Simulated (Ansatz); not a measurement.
**A computed series for TiO2: pressure series**

Take TiO₂ in the rutile structure (space group P4_2/mnm, No. 136; a = 4.591 Å, c = 2.939 Å) as the base.

Cell and atoms are relaxed at each pressure.

Computed with PBEsol (Ansatz, an electronic-structure program), no spin-orbit coupling.

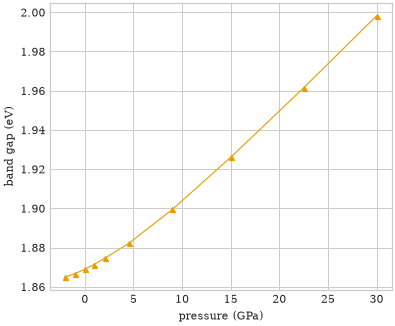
Figure: Band gap against pressure

```csv
pressure (GPa),band gap
-2,1.87 eV
-1,1.87 eV
0.9,1.87 eV
2.1,1.87 eV
4.5,1.88 eV
9,1.90 eV
15,1.93 eV
22.5,1.96 eV
30,2.00 eV
```

Load acts through the strain it causes; cell and atoms are relaxed under it. Whether these cells are dynamically stable was not tested. Competing high-pressure phases were not computed. All final runs are without spin polarisation.
